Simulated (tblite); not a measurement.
C$_{3}$H$_{12}$B$_{2}$N$_{2}$: molecular dynamics (part 1 of 2)

- system: C$_{3}$H$_{12}$B$_{2}$N$_{2}$
- method: GFN2-xTB Langevin dynamics, gas phase (tblite 0.8.0)

It belongs to a series of runs on one base structure; here: H on B replaced by allyl.

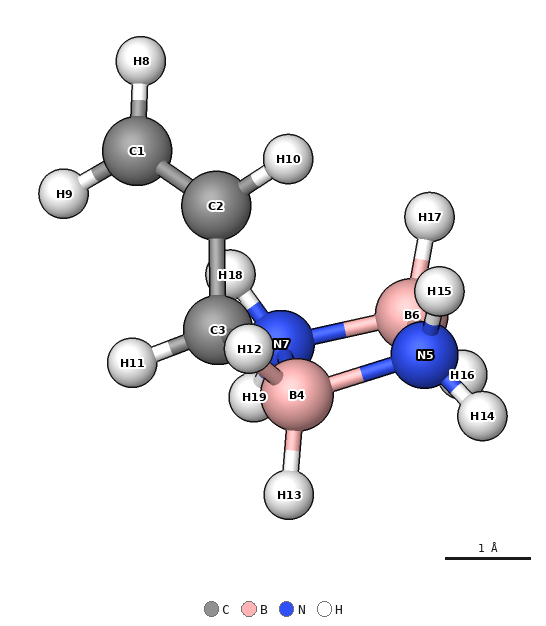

Figure 1. The input geometry (ball-and-stick view, seen at a tilt; atoms are numbered from 1 in the order of the input). Bond lengths as drawn: B–C 1.64 Å, B–H 1.19 Å, B–N 1.58 to 1.59 Å, C–C 1.32 to 1.49 Å, C–H 1.08 to 1.09 Å and H–N 1.01 to 1.02 Å.

The input:
```
{"job": {"kind": "md", "xc": "GFN2-xTB", "basis": "xTB", "temperature": 400, "steps": 2000, "every": 50}, "charge": 0, "multiplicity": 1}
C     -2.300781     0.994054     0.281732
C     -1.682351    -0.173112     0.376990
C     -1.015228    -0.870705    -0.754955
B      0.592301    -0.564936    -0.805840
N      1.341126    -1.041664     0.507692
B      1.783297     0.469033     0.739814
N      0.906974     0.951168    -0.493381
H     -2.734710     1.488995     1.134979
H     -2.426172     1.490909    -0.668485
H     -1.593230    -0.641338     1.350726
H     -1.468077    -0.549631    -1.694721
H     -1.178617    -1.947182    -0.670543
H      1.131437    -0.950720    -1.790577
H      2.095689    -1.701060     0.372774
H      0.728335    -1.407373     1.224532
H      2.942895     0.616682     0.538188
H      1.395287     0.902304     1.774750
H      0.077287     1.470266    -0.222779
H      1.394734     1.473562    -1.208358
```

The first line tells a small driver script what to run in tblite; the rest is the geometry in Å.

Run as:
```bash
OMP_NUM_THREADS=1 python <driver script> task.json out
```

What the program printed:
```
t/fs     T/K      E/eV
    0.0   325.0   -568.57629
   25.0   252.7   -567.94709
   50.0   308.3   -567.84487
   75.0   365.0   -567.78324
  100.0   268.3   -567.38445
  125.0   479.9   -567.67678
  150.0   402.0   -567.43976
  175.0   369.0   -567.30721
  200.0   353.3   -567.38100
  225.0   473.9   -567.42107
  250.0   394.5   -567.38206
  275.0   465.5   -567.52360
  300.0   414.9   -567.38185
  325.0   419.6   -567.38026
  350.0   332.5   -567.07980
  375.0   562.6   -567.62042
  400.0   415.9   -567.26549
  425.0   523.5   -567.74817
  450.0   398.0   -567.60203
  475.0   545.1   -567.56303
  500.0   484.6   -567.44082
  525.0   464.0   -567.74932
  550.0   384.6   -567.54293
  575.0   460.1   -567.57596
  600.0   489.9   -567.46961
  625.0   499.5   -567.24621
  650.0   504.5   -567.39830
  675.0   537.0   -567.49363
  700.0   540.3   -567.69917
  725.0   457.2   -567.38598
  750.0   439.8   -567.55197
  775.0   487.3   -567.40564
  800.0   425.1   -567.49950
  825.0   397.9   -567.45925
  850.0   394.8   -567.29216
  875.0   513.0   -567.33342
  900.0   513.2   -567.71940
  925.0   568.4   -567.78408
  950.0   395.8   -567.47356
  975.0   486.5   -567.53183
 1000.0   609.1   -567.75793
```

Trajectory as extended XYZ (Å, eV, eV/Å), 25 of the 41 frames kept, from step=0 to step=40:
```
19
Properties=species:S:1:pos:R:3:forces:R:3 step=0 time_fs=0.0 energy=-568.57629 temperature=325.0
C    -2.3008    0.9941    0.2817    0.0021  -0.0023  -0.0002
C    -1.6824   -0.1731    0.3770   -0.0046  -0.0009  -0.0014
C    -1.0152   -0.8707   -0.7550    0.0005   0.0010   0.0000
B     0.5923   -0.5649   -0.8058   -0.0023  -0.0023   0.0004
N     1.3411   -1.0417    0.5077   -0.0011   0.0069   0.0045
B     1.7833    0.4690    0.7398    0.0006   0.0036   0.0033
N     0.9070    0.9512   -0.4934    0.0009  -0.0028   0.0017
H    -2.7347    1.4890    1.1350    0.0051  -0.0020  -0.0019
H    -2.4262    1.4909   -0.6685   -0.0027   0.0001   0.0053
H    -1.5932   -0.6413    1.3507   -0.0009  -0.0047  -0.0048
H    -1.4681   -0.5496   -1.6947    0.0004   0.0095   0.0028
H    -1.1786   -1.9472   -0.6705   -0.0057   0.0003  -0.0025
H     1.1314   -0.9507   -1.7906    0.0046   0.0002   0.0029
H     2.0957   -1.7011    0.3728   -0.0001  -0.0044  -0.0005
H     0.7283   -1.4074    1.2245    0.0040  -0.0009   0.0045
H     2.9429    0.6167    0.5382    0.0036   0.0014  -0.0015
H     1.3953    0.9023    1.7748   -0.0030   0.0005  -0.0033
H     0.0773    1.4703   -0.2228    0.0006  -0.0014  -0.0044
H     1.3947    1.4736   -1.2084   -0.0020  -0.0018  -0.0048
19
Properties=species:S:1:pos:R:3:forces:R:3 step=2 time_fs=50.0 energy=-567.84487 temperature=308.3
C    -2.1014    0.9946    0.4594   -0.8882  -0.2905  -0.0511
C    -1.6833   -0.2583    0.2866   -0.7164  -1.0546   0.2728
C    -1.0443   -0.8195   -0.9340    0.6962   2.6019  -0.2660
B     0.5778   -0.5361   -0.7841   -0.7305  -0.0532   0.2761
N     1.2058   -1.0490    0.6120   -0.1587   0.5753  -0.8404
B     1.8376    0.4513    0.7185    0.5316  -0.9113  -0.8758
N     0.8675    0.9909   -0.4876    1.9783  -0.8948  -0.8012
H    -2.7495    1.3046    1.2954    0.9150  -0.1767  -0.2870
H    -2.0897    1.6930   -0.3737    0.0469  -0.0995   0.1775
H    -1.7699   -1.0311    1.0930   -0.1039   0.9315  -0.4568
H    -1.3633   -0.2922   -1.8695    0.0842  -0.0175   0.7765
H    -1.2172   -1.8231   -1.1509   -0.4789  -1.6798   0.3012
H     1.0796   -0.9710   -1.7361    0.7895  -0.0706  -0.3196
H     1.9287   -1.7493    0.3647   -1.0987   0.3781   1.0671
H     0.4524   -1.2730    1.2941    1.3428  -0.2216  -0.6765
H     3.0495    0.2962    0.5358   -0.9194   0.4673  -0.4572
H     1.6571    1.0260    1.6896   -0.4627   0.3432   0.9432
H     0.0370    1.4361   -0.1409   -0.0992   0.4420   0.0208
H     1.3215    1.4741   -1.2958   -0.7281  -0.2694   1.1964
19
Properties=species:S:1:pos:R:3:forces:R:3 step=3 time_fs=75.0 energy=-567.78324 temperature=365.0
C    -2.0384    0.9145    0.5917   -0.1246  -2.5064   2.0519
C    -1.7605   -0.3501    0.2784    0.6980  -0.1426  -1.6053
C    -1.0976   -0.7408   -1.0117    1.0889   0.0011   1.0423
B     0.5809   -0.5340   -0.8444   -0.9810   1.0730   0.5319
N     1.1807   -0.9823    0.5474    0.5618   1.1398  -1.4001
B     1.8076    0.4619    0.7166    0.7293   0.1669   1.2004
N     0.9583    0.9806   -0.4722   -1.2530  -1.5954   1.0376
H    -2.2815    0.9830    1.6470   -0.3768   0.9515  -0.2495
H    -2.1277    1.6888   -0.0800    0.0804   1.3662  -0.9270
H    -1.8479   -1.1610    0.9800    0.0263   0.0641   0.4215
H    -1.4433   -0.1320   -1.8142   -0.1805   0.5060  -0.6033
H    -1.2042   -1.7759   -1.3117   -0.4779  -0.2239   0.2348
H     1.1134   -0.9419   -1.7577    0.8407  -0.3906  -0.9854
H     1.7923   -1.7509    0.5442    0.5512  -1.1181   0.3015
H     0.3941   -1.0465    1.1057   -1.3330  -0.6792   1.6777
H     3.0371    0.4809    0.5729   -0.9945  -0.0653  -0.1255
H     1.4524    1.0573    1.7310    0.3244  -0.5715  -0.2604
H     0.1362    1.4182   -0.0616    0.1955   0.4170  -0.6275
H     1.5356    1.4906   -1.0481    0.6248   1.6074  -1.7156
19
Properties=species:S:1:pos:R:3:forces:R:3 step=5 time_fs=125.0 energy=-567.67678 temperature=479.9
C    -2.0673    0.6815    0.8515    0.4792  -0.1761  -0.6338
C    -1.7368   -0.4981    0.3308    0.8141   0.2449  -0.7731
C    -1.0357   -0.6553   -1.0020   -0.4293   0.2885  -0.2999
B     0.5564   -0.4257   -0.9673    1.9537   0.8193  -0.1906
N     1.2301   -1.0076    0.3627    1.9796   1.4960  -1.2956
B     1.6375    0.5043    0.8268    1.2180   0.3084  -0.5836
N     0.9894    1.1186   -0.5281   -1.9232   0.0944   1.3686
H    -2.3969    0.6757    1.8942   -0.1082   0.7649  -0.6977
H    -1.8991    1.5923    0.1758   -0.5501  -1.2083   1.6039
H    -1.8194   -1.4788    0.8276   -0.2090   0.8150   0.1754
H    -1.2821    0.1151   -1.7680   -0.7086  -0.5555   0.5597
H    -1.3505   -1.6492   -1.3428    0.3406   0.2903  -0.4708
H     1.2439   -0.6104   -2.0036   -0.9057  -0.2698   0.9362
H     2.0297   -1.6464    0.2591   -0.5788   0.4353   0.0653
H     0.5273   -1.4151    0.8809   -1.4386  -1.0176   1.5354
H     2.8696    0.7046    0.7272   -0.9663  -0.4685   0.2759
H     1.1963    0.9611    1.8836    0.0188  -0.6411  -0.9552
H     0.2060    1.7526   -0.2046    0.9580  -1.0163  -0.7917
H     1.5607    1.6481   -1.1743    0.0559  -0.2037   0.1714
19
Properties=species:S:1:pos:R:3:forces:R:3 step=7 time_fs=175.0 energy=-567.30721 temperature=369.0
C    -2.0978    0.4902    0.9601   -1.1397   0.8263   0.8199
C    -1.5171   -0.5040    0.3635    0.3551  -0.1446  -1.6340
C    -1.0293   -0.5555   -1.0263    1.9257   2.5115   0.4225
B     0.7024   -0.2958   -1.0727   -1.5846  -1.0354   0.1362
N     1.2794   -1.0308    0.1971    5.3165   2.1555  -1.3752
B     1.4339    0.4588    0.8380   -0.5231  -0.3876   0.0281
N     0.8834    1.1883   -0.4299   -0.8357  -0.0966  -1.6035
H    -2.3863    0.2812    1.9726   -0.2486   0.6312   0.3327
H    -2.4388    1.3993    0.4947    0.2353   0.1072   0.0664
H    -1.3991   -1.3581    0.9370    0.4690  -1.6611   0.8586
H    -1.4050    0.3505   -1.5190   -0.2145  -0.2325  -0.2851
H    -1.4014   -1.3909   -1.5195   -0.2688  -1.4904  -0.8536
H     1.1981   -0.6901   -2.1184   -0.1175   0.7872   0.6369
H     2.2891   -1.4730    0.1931   -2.0091   1.2408  -0.7555
H     0.8624   -1.7032    0.7079   -2.6001  -2.1619   1.8086
H     2.4831    0.7719    1.2105    1.0211   0.0406  -0.4690
H     0.7380    0.5527    1.7318   -1.1571   0.1251   1.0114
H    -0.0406    1.6865   -0.4859    0.9791  -0.8556   0.8025
H     1.4913    1.8492   -0.9040    0.3972  -0.3596   0.0522
19
Properties=species:S:1:pos:R:3:forces:R:3 step=8 time_fs=200.0 energy=-567.38100 temperature=353.3
C    -2.2806    0.3878    0.9137    1.3247  -0.3803  -1.5228
C    -1.4517   -0.5403    0.3902   -2.3571   1.8994  -0.4935
C    -0.9983   -0.5162   -1.0210    0.4740  -0.7450  -0.1159
B     0.6018   -0.2217   -1.0519   -0.6519  -0.8740   0.1217
N     1.4320   -0.9383    0.0996   -2.2589  -1.9223   3.3867
B     1.4707    0.4169    0.9307    1.4492   1.1521  -1.5828
N     0.8354    1.1354   -0.3737    0.2894   0.3066  -0.1024
H    -2.5396    0.4810    1.9358   -0.1745  -0.2247   0.5195
H    -2.5745    1.2008    0.2678   -0.2173   0.1704   0.1207
H    -1.2273   -1.3295    1.0072    0.8548  -1.7356   1.0188
H    -1.4811    0.2785   -1.5509   -0.4013   0.6979  -0.2198
H    -1.2030   -1.3938   -1.6599   -0.1519  -0.1525   0.8439
H     0.9968   -0.2742   -2.1739    0.4779  -0.2644   0.1765
H     2.2863   -1.2819   -0.1576    2.7863  -0.5277  -1.2015
H     1.1487   -1.8086    0.7874   -0.1085   2.4476  -2.2151
H     2.5422    0.9463    1.2114   -0.1519  -0.6946  -0.5335
H     0.8425    0.4693    1.8668   -1.2574  -0.1886   0.8656
H    -0.0024    1.6622   -0.2594   -0.6602   0.4066   0.4635
H     1.3797    1.6339   -1.0541    0.7346   0.6290   0.4704
19
Properties=species:S:1:pos:R:3:forces:R:3 step=10 time_fs=250.0 energy=-567.38206 temperature=394.5
C    -2.4980    0.3848    0.6175   -2.7133   1.8145   1.1339
C    -1.6484   -0.5423    0.4144    3.0570  -2.2553   1.3778
C    -0.9197   -0.7824   -0.8358   -1.8104  -0.8258  -1.6683
B     0.5341   -0.1110   -1.0062    0.3924  -0.4570   2.3302
N     1.5776   -0.8690   -0.0053   -4.8642  -0.7992   2.9598
B     1.8330    0.5174    0.7742   -0.1195  -1.5237   1.3556
N     0.7519    1.1910   -0.1556    0.5603   0.6709   0.7036
H    -2.9345    0.4294    1.6026   -0.2134   0.4849   0.0740
H    -2.9641    0.9854   -0.1270   -0.0576   0.3755  -0.4400
H    -1.3309   -1.0468    1.3569    0.0739  -0.1458  -0.9021
H    -1.6630   -0.3049   -1.5539    1.0894  -0.6628  -0.0057
H    -0.9608   -1.9206   -1.0418    0.3759   1.6249   0.1054
H     1.0128   -0.0035   -2.0103    0.4411   0.0321  -1.8524
H     2.2805   -1.2609   -0.4727    3.6502  -1.7060  -2.0746
H     1.0675   -1.7353    0.4956    1.4083   2.5035  -0.9419
H     2.9829    0.8355    0.7108   -0.3466   0.1998  -0.3785
H     1.4970    0.4110    2.0008    0.1374   0.2064  -1.3354
H    -0.0273    1.3824    0.4541   -0.3204   0.5061  -0.2679
H     1.1881    2.0190   -0.5515   -0.7406  -0.0430  -0.1736
19
Properties=species:S:1:pos:R:3:forces:R:3 step=12 time_fs=300.0 energy=-567.38185 temperature=414.9
C    -2.7698    0.5188    0.3056    1.2891   0.0072  -0.3561
C    -1.7656   -0.4015    0.3495   -1.5062   1.3813   2.1931
C    -0.9082   -0.9871   -0.6884    1.0555   1.2357   1.0578
B     0.6001   -0.2845   -0.8197   -0.2225   0.1925  -0.1589
N     1.7794   -0.8471    0.0622   -4.0416   0.5615   3.9727
B     1.9968    0.6269    0.5734    1.0416   0.8826   1.7712
N     0.6527    1.1178    0.0145   -0.8653  -0.4265  -1.1866
H    -3.2728    1.0315    1.2385    1.0520  -1.2970  -2.1755
H    -2.9148    0.8974   -0.7310   -0.6763   0.0608   1.1212
H    -1.5170   -0.6872    1.3774    0.1067  -0.3627  -0.1411
H    -1.3501   -0.8554   -1.6171   -0.9612  -0.0260  -1.7557
H    -0.7290   -2.0057   -0.4842   -0.0934  -1.2978   0.1427
H     0.9207   -0.3001   -1.9853    0.0842   0.4459   0.5474
H     2.5719   -1.1405   -0.3168    3.7902  -1.7514  -2.3338
H     1.5804   -1.4761    0.8930   -0.0801   0.7614  -1.4215
H     2.9562    1.0721    0.0282   -0.1498   0.1985  -0.1081
H     2.1192    0.8143    1.8611   -0.3159  -0.5141  -1.5090
H    -0.1215    1.0358    0.6649    0.0794   0.1937   0.1845
H     0.5053    1.9882   -0.4972    0.4137  -0.2454   0.1556
19
Properties=species:S:1:pos:R:3:forces:R:3 step=13 time_fs=325.0 energy=-567.38026 temperature=419.6
C    -2.6981    0.5032    0.1605   -0.9245  -1.0116   1.8237
C    -1.6621   -0.3091    0.4347   -1.8510   0.3525   1.5424
C    -0.9317   -1.0111   -0.5914    3.1124   0.3068   0.5462
B     0.5543   -0.2150   -0.8234   -0.7190  -0.2284  -0.1910
N     1.6846   -0.8711    0.0827    2.1804  -1.3224  -2.0771
B     2.0859    0.6278    0.4798   -0.0548   0.1026  -1.5497
N     0.6195    1.0528    0.0507    0.1270   2.0257   0.4206
H    -3.4477    0.8062    0.9881    1.5942  -0.0174  -1.4927
H    -3.0549    0.5331   -0.8482   -0.1229   0.4286  -0.1537
H    -1.4071   -0.4756    1.4997    0.0052   0.0589  -0.5885
H    -1.4833   -0.9881   -1.4573   -1.1447  -0.1875  -2.0428
H    -0.6135   -2.0280   -0.3641   -0.5557  -0.0952   0.2892
H     0.8483    0.0941   -1.9513    0.0699  -0.6126   0.4318
H     2.3486   -1.6598   -0.3930   -1.7232   2.4617   1.5631
H     1.3525   -1.1967    0.9566   -0.5054  -0.8960   0.4742
H     2.8749    1.1037   -0.2536    0.1313  -0.0486  -0.4048
H     2.3453    0.9154    1.5440    0.1614  -0.2451   1.6039
H    -0.0572    1.0577    0.8172    0.2385  -0.1081  -0.1574
H     0.5711    2.0156   -0.3340   -0.0191  -0.9638  -0.0376
19
Properties=species:S:1:pos:R:3:forces:R:3 step=15 time_fs=375.0 energy=-567.62042 temperature=562.6
C    -2.7660    0.5607    0.2017    0.0989   0.4153  -0.8425
C    -1.8062   -0.2656    0.5750   -1.3846   0.2182  -0.5045
C    -1.0215   -0.9946   -0.3942    1.8560  -0.9111  -2.2703
B     0.4492   -0.3424   -0.7342    0.5070   1.5661  -0.9514
N     1.7094   -0.8740    0.0441    0.6584  -2.5477  -1.6423
B     2.2030    0.5487    0.3772    0.3752   0.4605   0.3071
N     0.7999    1.1242   -0.1591    0.0570   1.8153   0.2112
H    -3.4355    1.1845    0.7454    0.0111  -0.0290   0.8376
H    -2.8626    0.7433   -0.8570   -0.0887  -0.1056  -0.2395
H    -1.6331   -0.5233    1.5788    0.1964  -0.0404   1.1910
H    -1.4302   -1.1598   -1.4570   -0.2748   0.3839   1.8247
H    -0.7110   -1.9782   -0.0475   -0.5724  -0.3795   0.2486
H     0.6508   -0.3173   -1.9282    0.0388  -0.0121   0.4019
H     2.3797   -1.5091   -0.5183   -1.3964   1.1415   1.3021
H     1.2467   -1.4151    0.7609    0.7974  -0.1261   0.4907
H     3.1721    0.9056   -0.3266   -0.9393  -0.3349   0.7165
H     2.3270    0.6571    1.5890    0.0850   0.2462  -0.6813
H     0.2758    1.6249    0.5994    0.2264  -1.0046  -0.9470
H     0.9381    1.8528   -0.8862   -0.2516  -0.7560   0.5472
19
Properties=species:S:1:pos:R:3:forces:R:3 step=17 time_fs=425.0 energy=-567.74817 temperature=523.5
C    -2.7676    0.6576    0.4195    0.9254  -0.2953  -0.3133
C    -1.7254   -0.1643    0.5917   -0.1248  -0.2516   0.6453
C    -0.9876   -0.9629   -0.4574    0.4080  -0.0706   1.2249
B     0.5038   -0.4544   -0.8214    0.5276  -0.1084   0.5696
N     1.7593   -0.9182    0.0713    1.3222  -1.4622   1.2294
B     1.9743    0.5585    0.5637   -0.4695   0.7180  -0.6352
N     0.7863    1.0640   -0.4730    0.7867  -1.6844   1.3469
H    -3.1589    1.1609    1.2751   -0.2897   0.2345   0.2718
H    -3.2114    0.9595   -0.5319    0.3224  -0.4560   0.2989
H    -1.3715   -0.3035    1.6731   -0.3662   0.0666  -1.6172
H    -1.4530   -0.9583   -1.4104   -1.0946   0.2144  -0.6113
H    -0.9283   -2.0243   -0.1721   -0.1325   0.2633   0.2216
H     0.7689   -0.7329   -1.9333    0.1239   0.1049  -0.3830
H     2.5636   -1.3689   -0.4069   -0.7521   0.7463  -0.2030
H     1.7480   -1.5249    0.9150   -0.9081   0.3909  -0.6678
H     3.0225    1.0545    0.2174   -0.3084  -0.2662   0.4155
H     1.5890    0.7197    1.6986    0.4093  -0.0671  -0.4594
H     0.1069    1.5595    0.0813   -0.1059   0.4721  -0.8902
H     1.2604    1.3800   -1.2786   -0.2738   1.4507  -0.4434
19
Properties=species:S:1:pos:R:3:forces:R:3 step=18 time_fs=450.0 energy=-567.60203 temperature=398.0
C    -2.5857    0.6698    0.4043   -0.2026  -0.2585   0.1245
C    -1.5458   -0.1352    0.6732   -0.7676   0.5571  -2.3682
C    -1.0432   -1.0056   -0.5113    1.1519  -0.3356   2.5933
B     0.5181   -0.5107   -0.8692   -0.1990   0.4544  -0.7595
N     1.5910   -0.9850    0.2143    1.3819   2.0569  -0.8437
B     1.8599    0.6338    0.5599   -3.2881  -0.7774   0.8543
N     0.7965    1.0791   -0.5851    0.9532  -0.7751   0.1718
H    -2.9588    1.4357    1.0640    0.1309  -0.0361   0.4479
H    -3.2573    0.6010   -0.4801    1.0303  -0.2396   0.5390
H    -0.9251   -0.0351    1.5719   -0.4359  -0.1803  -0.5750
H    -1.7557   -1.0617   -1.3441    0.3757   0.1561   0.5183
H    -0.9172   -2.0229   -0.0288   -0.2857   0.5891  -0.9015
H     0.8365   -0.7285   -2.0201   -0.0218  -0.1304   0.5202
H     2.5553   -1.2322   -0.0397   -0.8512  -0.3067  -0.4352
H     1.2807   -1.6581    0.8628   -0.5101  -0.4664   1.0418
H     2.8653    1.0307    0.3529    2.3584   0.3903  -0.6165
H     1.4596    1.0060    1.6486    0.0714  -0.4955  -0.3940
H     0.0469    1.6094   -0.1366    0.2773  -0.0706  -0.8507
H     1.3155    1.5277   -1.3675   -1.1690  -0.1318   0.9332
```
